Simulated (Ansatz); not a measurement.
# HF/3-21G run of C3H10Si (trimethylsilane)

What is the vertical ionisation energy of C3H10Si (trimethylsilane) at HF/3-21G? 

Program for the calculation: Ansatz 0.2.0.

46 further runs of the same task are left out: 1 that didn't finish, 45 set aside as unsound or not needed.

### 1 The structure to begin with

The species is C3H10Si (14 atoms), meant as a singlet with charge 0. As SMILES, `C[SiH](C)C`. The shape is that of a PBE0-D4/def2-TZVP optimisation.

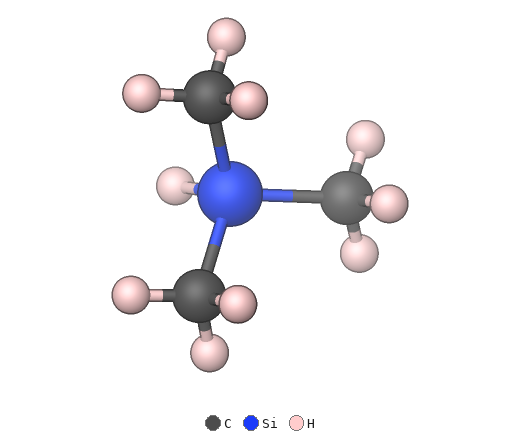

The structure, seen from a chosen angle (carbon dark grey, silicon blue, hydrogen pink).

### 2 A single-point energy at HF/3-21G

Contents of input.yaml:

```yaml
crystal:
  periodic: [false, false, false]
  atoms:
    - {symbol: C, position_ang: [-0.956800, 1.082600, -1.038400]}
    - {symbol: Si, position_ang: [-0.338800, -0.014600, 0.348900]}
    - {symbol: C, position_ang: [1.239400, 0.684100, 1.077800]}
    - {symbol: C, position_ang: [-0.051300, -1.756700, -0.277600]}
    - {symbol: H, position_ang: [-1.888100, 0.697200, -1.460900]}
    - {symbol: H, position_ang: [-1.145900, 2.098700, -0.683100]}
    - {symbol: H, position_ang: [-0.221600, 1.141300, -1.845900]}
    - {symbol: H, position_ang: [-1.379500, -0.059300, 1.420400]}
    - {symbol: H, position_ang: [2.029000, 0.733500, 0.322800]}
    - {symbol: H, position_ang: [1.601800, 0.063500, 1.901200]}
    - {symbol: H, position_ang: [1.081800, 1.694100, 1.464300]}
    - {symbol: H, position_ang: [-0.968800, -2.184000, -0.689800]}
    - {symbol: H, position_ang: [0.706900, -1.767300, -1.065700]}
    - {symbol: H, position_ang: [0.291900, -2.413100, 0.526000]}
basis:
  gaussian:
    orbitals: 3-21G.json
hamiltonian:
  xc: hf
accuracy: high
output: {orbitals: {seedname: orbitals}}
```

The basis set 3-21G is read from a file made from the Basis Set Exchange's data (not shown).

On the command line:

```
$ ansatz run input.yaml --threads 1 --pin off --max-ram 3480MiB --events-out events.jsonl --progress --plain --runs-dir runs
```

Log:

```text
Warning: RAYON_NUM_THREADS=1 ignored (pool sized by the plan → 1); use --threads N
Functional definition: HF
  name "HF"
  exchange = exact_x
  correlation = 0
1491 factors; integrals over basis functions are off by at most 6.9e-9 eV
mean field evaluation 1: about -11051.1683 eV, gradient 2.7e1 eV
mean field evaluation 2: about -11051.4470 eV, gradient 2.8e1 eV
mean field evaluation 4: about -11053.3470 eV, gradient 2.0e0 eV
mean field evaluation 8: about -11053.3575 eV, gradient 5.9e-5 eV
mean field -11053.35745359 eV, -406.2033941845 hartree, gradient 7.1e-9 eV, S^2 0.000000; 0 other end points of the search recorded, 0 dependent functions left out
reference -11053.35745359 eV, -406.2033941845 hartree; 21, 21 occupied and 39, 39 virtual orbitals, 1491 factors
Total energy: -11053.35745359 eV, -406.2033941845 hartree
```

Run time: 0.95 s. Hardware: 1 thread of Arm Neoverse V1, shared host; peak memory 0.14 GiB.

### 3 The doublet cation, same level

Contents of molecule.yaml:

```yaml
crystal:
  periodic: [false, false, false]
  atoms:
    - {symbol: C, position_ang: [-0.956800, 1.082600, -1.038400]}
    - {symbol: Si, position_ang: [-0.338800, -0.014600, 0.348900]}
    - {symbol: C, position_ang: [1.239400, 0.684100, 1.077800]}
    - {symbol: C, position_ang: [-0.051300, -1.756700, -0.277600]}
    - {symbol: H, position_ang: [-1.888100, 0.697200, -1.460900]}
    - {symbol: H, position_ang: [-1.145900, 2.098700, -0.683100]}
    - {symbol: H, position_ang: [-0.221600, 1.141300, -1.845900]}
    - {symbol: H, position_ang: [-1.379500, -0.059300, 1.420400]}
    - {symbol: H, position_ang: [2.029000, 0.733500, 0.322800]}
    - {symbol: H, position_ang: [1.601800, 0.063500, 1.901200]}
    - {symbol: H, position_ang: [1.081800, 1.694100, 1.464300]}
    - {symbol: H, position_ang: [-0.968800, -2.184000, -0.689800]}
    - {symbol: H, position_ang: [0.706900, -1.767300, -1.065700]}
    - {symbol: H, position_ang: [0.291900, -2.413100, 0.526000]}
basis:
  gaussian: {orbitals: 3-21G.json}
total_charge: 1
magnetization: {spin_polarized: true, initial_magnetization: 1}
hamiltonian: {xc: hf}
accuracy: high
output: {orbitals: {seedname: orbitals}}
```

The basis set 3-21G is read from a file made from the Basis Set Exchange's data (not shown).

On the command line:

```
$ ansatz run molecule.yaml --threads 1 --pin off --max-ram 3480MiB --events-out events.jsonl --progress --plain --runs-dir runs
```

Log, shortened:

```text
Warning: RAYON_NUM_THREADS=1 ignored (pool sized by the plan → 1); use --threads N
Functional definition: HF
  name "HF"
[...]
1489 factors; integrals over basis functions are off by at most 6.9e-9 eV
[...]
mean field -11043.07866175 eV, -405.8256555519 hartree, gradient 1.9e-8 eV, S^2 0.759755; 4 other end points of the search recorded, 0 dependent functions left out
reference -11043.07866175 eV, -405.8256555519 hartree; 21, 20 occupied and 39, 40 virtual orbitals, 1489 factors
Total energy: -11043.07866175 eV, -405.8256555519 hartree
```

Run time: 7.2 s. Hardware: 1 thread of Arm Neoverse V1, shared host; peak memory 0.19 GiB.

### 4 Outcome

At HF/3-21G:

```
                                          quantity          value
                     singlet C3H10Si: total energy  -406.20339 Eh
                      singlet C3H10Si: HOMO energy      -11.63 eV
                      singlet C3H10Si: LUMO energy        6.25 eV
                    singlet C3H10Si: HOMO–LUMO gap       17.88 eV
                      doublet cation: total energy  -405.82566 Eh
doublet cation: HOMO energy (highest over α and β)      -16.81 eV
 doublet cation: LUMO energy (lowest over α and β)       -8.93 eV
                              doublet cation: ⟨S²⟩          0.760
vertical ionisation energy (to the doublet cation)      10.279 eV
```

Removing an electron at fixed nuclei costs 10.28 eV (992 kJ/mol). −ε(HOMO) before ionisation, 11.63 eV, is 1.36 eV above this ionisation energy.
